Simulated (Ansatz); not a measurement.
# Phonons of LaIn (Pm-3m) against volume

Wanted: mode Grüneisen parameters of LaIn (Pm-3m).

Program: Ansatz 0.2.0. Level of theory: DFT PBEsol, scalar-relativistic, plane waves, PAW; PAW set soft_1. Results are calculated unless marked as measured.

## Step 1: The starting structure

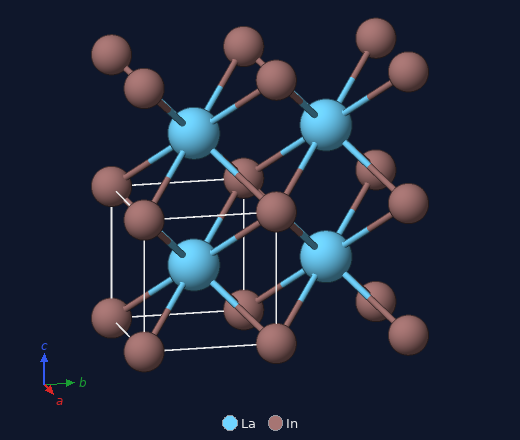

The starting structure, seen slightly off an axis (lanthanum blue, indium brown). 1×2×2 cells are drawn. Some periodic images of atoms are drawn too.

## Step 2: Response at finite wavevector

The cell comes from relaxations at this level that are not shown. Stability and thermal properties need the whole zone. Linear response on a 4×4×4 q mesh gives force constants as far as a supercell of that size would.

Input file input.yaml:

```yaml
crystal:
  lattice:
    - [3.8934998963, 0.0, 0.0]
    - [0.0, 3.8934998963, 0.0]
    - [0.0, 0.0, 3.8934998963]
  atoms:
    - { symbol: La, position: [0.5, 0.5, 0.5] }
    - { symbol: In, position: [0.0, 0.0, 0.0] }
kpoints:
  mp_grid: { grid: [12, 12, 12] }
hamiltonian:
  xc: pbesol
  pseudopotentials: { kind: paw, azcp: { folder: soft_1 }, xc_functional: pbe }
scf:
  occupations: { method: methfessel_paxton, width: 0.2 }
output:
  eigenvalues: true
phonons:
  method: dfpt
  qmesh: [4, 4, 4]
  temperatures: { t_max: 1000, t_step: 50 }
  qpath:
    path:
      - [[0.0, 0.0, 0.0], [0.0, 0.5, 0.0], [0.5, 0.5, 0.0], [0.0, 0.0, 0.0], [0.5, 0.5, 0.5], [0.0, 0.5, 0.0]]
      - [[0.5, 0.5, 0.5], [0.5, 0.5, 0.0]]
    npoints: 10
```

The run is started by

```console
> ansatz run input.yaml --threads 4 --pin off --max-ram 10240MiB --backend cpu --events-out ev --progress --plain --runs-dir out
```

Numbers of over 12 decimals in the logs are rounded to 6 here.

Output:

```text
Engine: ansatz 0.2.0, aarch64-unknown-linux-gnu
Pseudopotentials: kind: paw
Pseudopotential: La, paw, valence charge 11, recommended cutoff 420 eV (normal), soft_1/La.paw.azcp
Pseudopotential: In, paw, valence charge 13, recommended cutoff 420 eV (normal), soft_1/In.paw.azcp
Functional definition: PBEsol
  exchange = pbesol_x
  correlation = pbesol_c
Crystal: 2 atoms, lattice volume = 59.023 Å³
Basis set: ecut = 420 eV, 1189 PW (Γ), exchange–correlation on 54×54×54 points (8 copies of the dense FFT grid, shifted against one another)
Bands: 16, of which v1, the nominal top of the filled ones, is band 12 counted from 1 (11 counted from 0)
Symmetry: 48 space group operations
k-points: 84 of 1728
Non-local potential: La, projectors of the file, l = 0: 3, l = 1: 2, l = 2: 2, l = 3: 3
Non-local potential: In, projectors of the file, l = 0: 2, l = 1: 2, l = 2: 2, l = 3: 1
PAW form: soft (Blöchl's): semilocal exchange-correlation on the pseudo side does not see the compensation charge
PAW frozen core: La, regenerated for the run's functional, and the local potential with it (the file was generated under x = pbe(κ = 0.804, μ = 0.219515), c = pbe(β = 0.066725))
PAW frozen core: In, regenerated for the run's functional, and the local potential with it (the file was generated under x = pbe(κ = 0.804, μ = 0.219515), c = pbe(β = 0.066725))
PAW one-centre angular grid: La, 590 points (default); XC on 64 Gauss nodes
PAW one-centre angular grid: In, 590 points (default); XC on 64 Gauss nodes
Initial density: superposition of atomic densities (chi_scale 0.1, normalization cell, long waves kept (reshape's long-wave potential 0.00 eV rms))
Initial wavefunctions: pseudopotential atomic-orbital guess
Functional: x = pbesol(κ = 0.804, μ = 0.123457), c = pbesol(β = 0.046)
SCF iter   1: F=—  HF=-11688.669207 eV  |F-HF|=—  |Δ(HF+E_count)|=         —  Δρ=3.85e-2  dr2=1.77e0  ethr=3.10e-3  ⟨swp⟩=4.0  Hψ=5397  notcnv=0
preconditioner: auto → Kerker (q_TF=auto, 2.348 Å⁻¹)  [metal: Δε(μ)=0.028 eV  Ē_g=11.490 eV  σ=0.200 eV  W_gap=0.12  n_scr=18 (ndim 8)  ℏωp=22.7 eV  f_vac=0.000  D(μ)=1.28/eV (n_scr^D=6)]
SCF iter   2: F=—  HF=-11688.132597 eV  |F-HF|=—  |Δ(HF+E_count)|=   5.37e-1  S|Δr|=    0.00e0  Δρ=1.83e-2  dr2=3.98e-1  ethr=3.10e-3  ⟨swp⟩=2.6  Hψ=3085  notcnv=0
SCF iter   3: F=—  HF=-11688.010008 eV  |F-HF|=—  |Δ(HF+E_count)|=   1.23e-1  S|Δr|=    0.00e0  Δρ=6.19e-3  dr2=3.76e-2  ethr=1.66e-3  ⟨swp⟩=3.1  Hψ=2375  notcnv=0
SCF iter   4: F=—  HF=-11687.996601 eV  |F-HF|=—  |Δ(HF+E_count)|=   1.34e-2  S|Δr|=    0.00e0  Δρ=1.07e-3  dr2=5.09e-4  ethr=1.57e-4  ⟨swp⟩=2.9  Hψ=2467  notcnv=0
SCF iter   5: F=—  HF=-11687.996609 eV  |F-HF|=—  |Δ(HF+E_count)|=   7.92e-6  S|Δr|=    0.00e0  Δρ=2.25e-4  dr2=3.69e-5  ethr=2.12e-6  ⟨swp⟩=2.3  Hψ=2351  notcnv=0
SCF iter   6: F=—  HF=-11687.996604 eV  |F-HF|=—  |Δ(HF+E_count)|=   5.13e-6  S|Δr|=    0.00e0  Δρ=7.06e-5  dr2=3.77e-6  ethr=1.54e-7  ⟨swp⟩=2.7  Hψ=2371  notcnv=0
SCF iter   7: F=—  HF=-11687.996600 eV  |F-HF|=—  |Δ(HF+E_count)|=   3.74e-6  S|Δr|=    0.00e0  Δρ=1.01e-5  dr2=6.61e-8  ethr=1.57e-8  ⟨swp⟩=2.2  Hψ=1837  notcnv=0
SCF iter   8: F=—  HF=-11687.996604 eV  |F-HF|=—  |Δ(HF+E_count)|=   3.76e-6  S|Δr|=    0.00e0  Δρ=2.17e-6  dr2=2.50e-9  ethr=2.75e-10  ⟨swp⟩=2.1  Hψ=2364  notcnv=0
SCF iter   9: F=—  HF=-11687.996604 eV  |F-HF|=—  |Δ(HF+E_count)|=  1.24e-10  S|Δr|=    0.00e0  Δρ=2.11e-7  dr2=1.68e-11  ethr=1.04e-11  ⟨swp⟩=2.4  Hψ=2215  notcnv=0
SCF iter  10: F=-11687.996604 eV  HF=-11687.996604 eV  |F-HF|=1.82e-12  |Δ(HF+E_count)|=  3.64e-12  S|Δr|=    0.00e0  Δρ=4.63e-8  dr2=1.15e-12  ethr=1.00e-12  ⟨swp⟩=6.2  Hψ=6112  notcnv=0
SCF 1 converged in 10 iterations: F = -11687.996604 eV  dr2 = 1.15e-12
  greatest PAW one-centre occupation: 0.982 electrons in one spin orbital (limit 2), on the In atom at site 1 (counted from 0), in its partial waves of l = 2
Initial density: read from a saved state, or passed on in memory by an earlier SCF of this step, an earlier step, the calling program or the single point that the run made first
iter 1 solved again at ethr=5.10e-8 eV; its pass at ethr=3.10e-3 eV (dr2=1.22e-5 eV) is discarded
SCF iter   1: F=—  HF=-11687.996608 eV  |F-HF|=—  |Δ(HF+E_count)|=         —  Δρ=4.25e-7  dr2=7.78e-11  ethr=5.10e-8  ⟨swp⟩=3.2  Hψ=10341  notcnv=0
eigensolver tolerance schedule: the retry pair's looser diagonalisation over-reported the residual by 157344.50 of it (diagonalisation noise at an unbounded share of the residual, at the tolerance the schedule requests for it); recorded, not acted on — ethr = c·dr2/N_el stays at c = 1.0e-1
preconditioner: auto → Kerker (q_TF=auto, 2.348 Å⁻¹)  [metal: Δε(μ)=0.043 eV  Ē_g=12.886 eV  σ=0.200 eV  W_gap=0.18  n_scr=18 (ndim 8)  ℏωp=22.7 eV  f_vac=0.000  D(μ)=0.97/eV (n_scr^D=6)]
SCF iter   2: F=—  HF=-11687.996604 eV  |F-HF|=—  |Δ(HF+E_count)|=   3.62e-6  S|Δr|=    0.00e0  Δρ=1.92e-7  dr2=1.35e-11  ethr=1.00e-12  ⟨swp⟩=4.0  Hψ=3861  notcnv=0
SCF iter   3: F=-11687.996604 eV  HF=-11687.996604 eV  |F-HF|=5.46e-12  |Δ(HF+E_count)|=  1.46e-11  S|Δr|=    0.00e0  Δρ=1.26e-7  dr2=5.67e-12  ethr=1.00e-12  ⟨swp⟩=2.6  Hψ=2887  notcnv=0
SCF 2 converged in 3 iterations: F = -11687.996604 eV  dr2 = 5.67e-12
phonons: the bands overlap, so this run is a metal and interpolates without the dipole-dipole term. If the crystal is really an insulator or semiconductor, its LO-TO splitting is missing
NSCF: frozen V_eff on 84 k-points
WARN: eigensolver did not converge in 2 slots of this pass, the one above among them; of largest residual over every band (k=50): 1 band(s) unlocked (lowest unlocked band 15, counted from 0; max residual 1.24e-3 eV among the unlocked bands, 1.24e-3 eV over every band); of lowest unlocked band (k=49): band 15
NSCF: frozen V_eff on 196 k-points
DFPT response loops at q = (0, 0, 0) (fractional): preconditioner auto → Kerker (q_TF=auto, 2.348 Å⁻¹) (partly filled bands, converged f_vac=0.000); β = 1.00, the filter's whole step (`scf.mixing.beta` (0.50) is not read by the response loops under this deck's `scf.mixing.preconditioner`; to damp them name `kerker` or `kerker_dos`, under which they read `scf.mixing.beta`, and type it under 1.00, their step now; both keys bind the ground state too); Broyden in place of MSR1
NSCF: frozen V_eff on 1176 k-points
DFPT response loops at q = (0, 0, 0.25) (fractional): mixed as the last ones told, above
NSCF: frozen V_eff on 686 k-points
DFPT response loops at q = (0, 0, -0.5) (fractional): mixed as the last ones told, above
NSCF: frozen V_eff on 2016 k-points
DFPT response loops at q = (0, 0.25, 0.25) (fractional): mixed as the last ones told, above
NSCF: frozen V_eff on 1176 k-points
DFPT response loops at q = (0, 0.25, -0.5) (fractional): mixed as the last ones told, above
NSCF: frozen V_eff on 686 k-points
DFPT response loops at q = (0, -0.5, -0.5) (fractional): mixed as the last ones told, above
NSCF: frozen V_eff on 1872 k-points
DFPT response loops at q = (0.25, 0.25, 0.25) (fractional): mixed as the last ones told, above
NSCF: frozen V_eff on 2016 k-points
DFPT response loops at q = (0.25, 0.25, -0.5) (fractional): mixed as the last ones told, above
NSCF: frozen V_eff on 1176 k-points
DFPT response loops at q = (0.25, -0.5, -0.5) (fractional): mixed as the last ones told, above
NSCF: frozen V_eff on 392 k-points
DFPT response loops at q = (-0.5, -0.5, -0.5) (fractional): mixed as the last ones told, above
SCF converged after 10 iterations
Stability not checked: this state was not tested for a lower state beside it, because cold or Methfessel-Paxton smearing, or corrected tetrahedra, fill the levels in a way that the test cannot read (fill_not_monotonic; see scf.lower_state_search)
Free energy (F): -11687.996604 eV
Harris-Foulkes:  -11687.996604 eV  (|F-HF|=1.82e-12)
Internal energy: -11688.000316 eV  (E = F + TS)
E sigma→0 (E₀):  -11687.997532 eV
Entropy (-TS):   0.003712 eV (1.856 meV/atom)
Fermi energy:    11.373422 eV
--- Per-component energies (eV) ---
  E_band       = -46.983480
  E_kinetic    = 404.975383
  E_local      = -1345.252701  (includes V_loc(G=0)·N_el)
  E_nonlocal   = 416.294916
  E_hartree    = 530.922584
  E_xc         = -284.789907
  E_vxc        = -235.834918  (∫ρ·V_xc dr)
  E_paw        = -9464.893054  (= ΣΔE_a)
  E_vpaw       = -349.011491  (= ΣTr[D̂ρ^β])
  E_aug_tail   = 0.000137  (compensation charges beyond the density's cutoff)
  E_ewald      = -1945.662612
  E_core_change = 0.404940  (= ΣΔE_core)
  E_smearing   = 0.003712  (= −TS)
  E_closure    = 0.000000  (closes the sum)
  Σ components = -11687.996604   (vs F -11687.996604, Δ=0.00e0)
--- Band table (eV; the first three rows and the last of 84) ---
  k-point 0: bands = [... 8 lower, -2.6951, 4.3012, 10.9007, 10.9007, 12.8692, 12.8692, 12.8692, 13.1811]
  k-point 1: bands = [... 8 lower, -2.6914, 4.4020, 10.9092, 10.9273, 12.7852, 12.8398, 12.8398, 13.1686]
  k-point 2: bands = [... 8 lower, -2.6811, 4.6907, 10.7776, 11.0037, 12.6531, 12.7302, 12.7302, 13.1313]
  k-point 83: bands = [... 8 lower, -2.5879, 8.3206, 8.8592, 8.8592, 8.8592, 13.2087, 13.2087, 13.2087]
--- Phonons (Γ-DFPT): 2 representative perturbations + reference (Σ response iterations 6) ---
  ASR residual: 3.775e-5 → 0.000e0 eV/Å²; symmetrization residual: 4.183e-6 eV/Å²
  ASR residual per site (eV/Å²): 3.78e-5 1.14e-5
  Γ frequencies (cm⁻¹): 0.00 0.00 0.00 103.09 103.09 103.09
--- Phonons (arbitrary-q DFPT): 10 irreducible q on the 4×4×4 mesh ---
  q = [0.0000, 0.0000, 0.0000] (star 1, of the zone-centre solve; hermiticity 3.41e-6, symmetrization 6.58e-12): -0.00 -0.00 0.00 103.09 103.09 103.09
  q = [0.0000, 0.0000, 0.2500] (star 6, 4 solved perturbations in 1848 linear systems a pass and spin channel, the states on 588 of 1728 k-point pairs; hermiticity 2.84e-6, symmetrization 2.32e-12): 48.81 48.81 59.14 97.03 97.03 114.89
  q = [0.0000, 0.0000, -0.5000] (star 3, 4 solved perturbations in 1078 linear systems a pass and spin channel, the states on 343 of 1728 k-point pairs; hermiticity 6.48e-14, symmetrization 6.46e-13): 80.26 80.26 82.58 82.58 100.80 112.23
  q = [0.0000, 0.2500, 0.2500] (star 12, 4 solved perturbations in 3108 linear systems a pass and spin channel, the states on 1008 of 1728 k-point pairs; hermiticity 2.53e-6, symmetrization 5.65e-13): 16.90 61.02 85.48 92.34 101.54 132.41
  q = [0.0000, 0.2500, -0.5000] (star 12, 6 solved perturbations on 588 of 1728 k-point pairs; hermiticity 3.83e-6, symmetrization 8.78e-14): 50.01 54.10 70.22 84.83 133.57 137.75
  q = [0.0000, -0.5000, -0.5000] (star 3, 4 solved perturbations in 1078 linear systems a pass and spin channel, the states on 343 of 1728 k-point pairs; hermiticity 3.23e-6, symmetrization 4.54e-14): -7.36 -7.36 61.26 88.64 153.85 153.85
  q = [0.2500, 0.2500, 0.2500] (star 8, 2 solved perturbations on 936 of 1728 k-point pairs; hermiticity 1.27e-6, symmetrization 8.75e-13): 52.77 52.77 62.74 120.26 122.86 122.86
  q = [0.2500, 0.2500, -0.5000] (star 12, 4 solved perturbations in 3108 linear systems a pass and spin channel, the states on 1008 of 1728 k-point pairs; hermiticity 1.69e-6, symmetrization 7.66e-13): 25.55 62.30 88.10 100.88 134.85 141.09
  q = [0.2500, -0.5000, -0.5000] (star 6, 4 solved perturbations in 1848 linear systems a pass and spin channel, the states on 588 of 1728 k-point pairs; hermiticity 2.90e-6, symmetrization 8.30e-13): 64.15 64.15 96.44 98.49 144.31 144.31
  q = [-0.5000, -0.5000, -0.5000] (star 1, 2 solved perturbations on 196 of 1728 k-point pairs; hermiticity 4.36e-14, symmetrization 4.23e-12): 108.36 108.36 108.36 117.51 117.51 117.51
  sum rule: each row above includes the acoustic sum rule's correction from the zone centre's row sums; it moved no ω² by more than (0.27 cm⁻¹)²
  mesh force constants: q→R imaginary residual 4.32e-18; ASR residual 3.775e-5 → 0.000e0 eV/Å²; symmetrization residual 4.441e-15 eV/Å²
  interpolated dispersion: 62 rows × 6 modes
  density of states and harmonic sums: on the 16×16×16 q-mesh, interpolated from the force constants of a 4×4×4 supercell (no non-analytic term)
  largest difference from the sums on the solved wave vectors: F 3.88e-2 eV, S 5.05e-5 and C_V 1.17e-5 eV/K
  zero-point energy: 0.032696 eV/cell   skipped modes (ω ≤ 0): 6, of them read as no rigid motion or as one in doubt: 3 (4.395e-3 modes/cell left out, lowest -7.36 cm⁻¹)   left out of the sums: 8.54e-4 of the cell's modes: C_V's classical limit lies that fraction below 3 k_B per atom; for a crystal, a wire or a layer, F and S can be off by more, and a phonons.interpolated_qmesh denser along its periods is the remedy for the sampling
```

The job ended after 8.8 min (4 threads of Arm Neoverse V2, shared host; peak memory 2.9 GiB).

This step gave:

```yaml
volume_per_atom: 29.51 Å³
gap_on_the_k_mesh: 0 eV
sum_rule_residual_before_enforcement: 3.78e-5 eV/Å²
lowest_frequency_on_the_path: -7.356 cm⁻¹
point_group: m-3m
highest_frequency_on_the_path_or_at_a_solved_wavevector: 153.8 cm⁻¹
highest_optical_mode_at_the_zone_centre_no_lo_to_term: 103.1 cm⁻¹
lowest_optical_zone_centre_mode: 103.1 cm⁻¹
lowest_mode_on_the_q_mesh_acoustic_modes_at_gamma_apart: -7.36 cm⁻¹
```

Frequencies (cm⁻¹) solved at each irreducible wavevector; negative means imaginary. Frequencies by wavevector, by row:

```csv
q in reciprocal lattice units,star,mode 1,mode 2,mode 3,mode 4,mode 5,mode 6
0 0 0,1,0,0,0,103.1,103.1,103.1
0 0 0.25,6,48.8,48.8,59.1,97,97,114.9
0 0 -0.5,3,80.3,80.3,82.6,82.6,100.8,112.2
0 0.25 0.25,12,16.9,61,85.5,92.3,101.5,132.4
0 0.25 -0.5,12,50,54.1,70.2,84.8,133.6,137.8
0 -0.5 -0.5,3,-7.4,-7.4,61.3,88.6,153.8,153.8
0.25 0.25 0.25,8,52.8,52.8,62.7,120.3,122.9,122.9
0.25 0.25 -0.5,12,25.6,62.3,88.1,100.9,134.8,141.1
0.25 -0.5 -0.5,6,64.2,64.2,96.4,98.5,144.3,144.3
-0.5 -0.5 -0.5,1,108.4,108.4,108.4,117.5,117.5,117.5
```

Symmetry leaves 10 wavevectors to solve. The lowest mode among them, the acoustic zeros apart, lies at q = (0, -0.5, -0.5) and is slightly imaginary, 7.4i cm⁻¹, too near zero to call.

## Step 3: Relaxing at another volume, volume ratio 0.97

The volume is scaled by 0.97 and held; symmetry leaves nothing to relax, so this is a single point. The modes can then be followed against volume.

input.yaml, the sections that differ from step 2:

```yaml
crystal:
  lattice:
    - [3.8541689254, 0.0, 0.0]
    - [0.0, 3.8541689254, 0.0]
    - [0.0, 0.0, 3.8541689254]
  atoms:
    - { symbol: La, position: [0.5, 0.5, 0.5] }
    - { symbol: In, position: [0.0, 0.0, 0.0] }
output:
  forces: true
  stress: true
  eigenvalues: true
# kpoints, hamiltonian, scf: as in step 2
# phonons: removed
```

Output:

```text
[...]
Crystal: 2 atoms, lattice volume = 57.252 Å³
Basis set: ecut = 420 eV, 1141 PW (Γ), exchange–correlation on 54×54×54 points (8 copies of the dense FFT grid, shifted against one another)
Bands: 16, of which v1, the nominal top of the filled ones, is band 12 counted from 1 (11 counted from 0)
Symmetry: 48 space group operations
[...]
k-points: 84 of 1728
[...]
--- Band table (eV; the first three rows and the last of 84) ---
  k-point 0: bands = [... 8 lower, -2.2896, 4.6330, 11.2861, 11.2861, 13.3594, 13.3594, 13.3594, 13.6844]
  k-point 1: bands = [... 8 lower, -2.2849, 4.7388, 11.3013, 11.3131, 13.2713, 13.3267, 13.3267, 13.6708]
  k-point 2: bands = [... 8 lower, -2.2718, 5.0413, 11.1892, 11.3902, 13.1282, 13.2051, 13.2051, 13.6303]
  k-point 83: bands = [... 8 lower, -2.1739, 8.7706, 9.1844, 9.1844, 9.1844, 13.7200, 13.7200, 13.7200]
[key lines of the parts left out:]
SCF converged after 7 iterations
Free energy (F): -11687.987105 eV
Fermi energy:    11.785261 eV
P = ⅓ Tr σ = 1.7654 GPa (17.654 kbar)
```

It took 1.4 s on 4 threads; peak memory 0.51 GiB.

This step gave:

| Quantity | Value |
| --- | --- |
| pressure | 1.765 GPa |
| volume per atom | 28.63 Å³ |

The run ends at a pressure of 1.77 GPa.

## Step 4: Phonons at the other volume, volume ratio 0.97

The phonons are repeated at this volume on the same k and q meshes.

Edit input.yaml of step 3 so:

```diff
@@ -16,4 +16,11 @@
 output:
-  forces: true
-  stress: true
   eigenvalues: true
+phonons:
+  method: dfpt
+  qmesh: [4, 4, 4]
+  temperatures: { t_max: 1000, t_step: 50 }
+  qpath:
+    path:
+      - [[0.0, 0.0, 0.0], [0.0, 0.5, 0.0], [0.5, 0.5, 0.0], [0.0, 0.0, 0.0], [0.5, 0.5, 0.5], [0.0, 0.5, 0.0]]
+      - [[0.5, 0.5, 0.5], [0.5, 0.5, 0.0]]
+    npoints: 10
```

Output:

```text
[...]
Crystal: 2 atoms, lattice volume = 57.252 Å³
Basis set: ecut = 420 eV, 1141 PW (Γ), exchange–correlation on 54×54×54 points (8 copies of the dense FFT grid, shifted against one another)
Bands: 16, of which v1, the nominal top of the filled ones, is band 12 counted from 1 (11 counted from 0)
Symmetry: 48 space group operations
k-points: 84 of 1728
[...]
SCF iter   1: F=—  HF=-11688.679203 eV  |F-HF|=—  |Δ(HF+E_count)|=         —  Δρ=3.99e-2  dr2=1.81e0  ethr=3.10e-3  ⟨swp⟩=4.0  Hψ=5488  notcnv=0
[...]
SCF iter  10: F=-11687.987105 eV  HF=-11687.987105 eV  |F-HF|=5.46e-12  |Δ(HF+E_count)|=  1.27e-11  S|Δr|=    0.00e0  Δρ=4.91e-8  dr2=1.08e-12  ethr=1.00e-12  ⟨swp⟩=5.8  Hψ=6165  notcnv=0
SCF 1 converged in 10 iterations: F = -11687.987105 eV  dr2 = 1.08e-12
[...]
SCF iter   3: F=-11687.987105 eV  HF=-11687.987105 eV  |F-HF|=0.00e0  |Δ(HF+E_count)|=  1.46e-11  S|Δr|=    0.00e0  Δρ=8.59e-8  dr2=2.10e-12  ethr=1.00e-12  ⟨swp⟩=1.0  Hψ=3024  notcnv=0
SCF 2 converged in 3 iterations: F = -11687.987105 eV  dr2 = 2.10e-12
[...]
NSCF: frozen V_eff on 84 k-points
[...]
SCF converged after 10 iterations
[...]
Free energy (F): -11687.987105 eV
[...]
Internal energy: -11687.991271 eV  (E = F + TS)
E sigma→0 (E₀):  -11687.988146 eV
Entropy (-TS):   0.004166 eV (2.083 meV/atom)
Fermi energy:    11.785258 eV
[...]
--- Band table (eV; the first three rows and the last of 84) ---
  k-point 0: bands = [... 8 lower, -2.2895, 4.6331, 11.2861, 11.2861, 13.3593, 13.3593, 13.3593, 13.6843]
  k-point 1: bands = [... 8 lower, -2.2847, 4.7389, 11.3013, 11.3131, 13.2712, 13.3266, 13.3266, 13.6707]
  k-point 2: bands = [... 8 lower, -2.2717, 5.0414, 11.1892, 11.3901, 13.1281, 13.2050, 13.2050, 13.6302]
  k-point 83: bands = [... 8 lower, -2.1737, 8.7707, 9.1844, 9.1844, 9.1844, 13.7199, 13.7199, 13.7199]
[...]
ASR residual: 5.264e-5 → 0.000e0 eV/Å²; symmetrization residual: 6.201e-6 eV/Å²
  ASR residual per site (eV/Å²): 5.26e-5 1.01e-5
  Γ frequencies (cm⁻¹): 0.00 0.00 0.00 109.95 109.95 109.95
--- Phonons (arbitrary-q DFPT): 10 irreducible q on the 4×4×4 mesh ---
[...]
interpolated dispersion: 62 rows × 6 modes
[...]
```

It took 7.8 min on 4 threads; peak memory 2.9 GiB.

This step gave:

```yaml
sum_rule_residual_before_enforcement: 5.26e-5 eV/Å²
lowest_frequency_on_the_path: -20.20 cm⁻¹
highest_frequency_on_the_path_or_at_a_solved_wavevector: 161.8 cm⁻¹
highest_optical_mode_at_the_zone_centre_no_lo_to_term: 110.0 cm⁻¹
lowest_optical_zone_centre_mode: 110.0 cm⁻¹
lowest_mode_on_the_q_mesh_acoustic_modes_at_gamma_apart: -20.2 cm⁻¹
```

Frequencies (cm⁻¹) solved at each irreducible wavevector; negative means imaginary. Frequencies by wavevector, by row:

```csv
q in reciprocal lattice units,star,mode 1,mode 2,mode 3,mode 4,mode 5,mode 6
0 0 0,1,0,0,0,110,110,110
0 0 0.25,6,51,51,61.9,103.4,103.4,120.9
0 0 -0.5,3,84.6,84.6,87.6,87.6,104.6,117.2
0 0.25 0.25,12,14.6,64.3,89.4,98.3,106.8,140
0 0.25 -0.5,12,50.7,55,74.6,89.8,140.3,144.6
0 -0.5 -0.5,3,-20.2,-20.2,65.4,93.4,161.8,161.8
0.25 0.25 0.25,8,55.1,55.1,64.5,126.1,129.9,129.9
0.25 0.25 -0.5,12,23.7,63.9,93.5,106.7,141.7,148.2
0.25 -0.5 -0.5,6,65.7,65.7,101.5,103.7,151.5,151.5
-0.5 -0.5 -0.5,1,112.5,112.5,112.5,123.7,123.7,123.7
```

The highest optical mode at the zone centre (no LO-TO term) is 110.0 cm⁻¹, +6.9 cm⁻¹ against the base run.

(Continued in part 2 of 2.)

[Logs are printed without paths, hosts, clocks, repeated set-up lines and the standing remarks that a program may print on its own settings, such as how far it seeks lower states.]

[Hosts, paths, dates, database ids (printed as entryN), source tags and the programs' standing remarks are cut or masked in the printed files.]
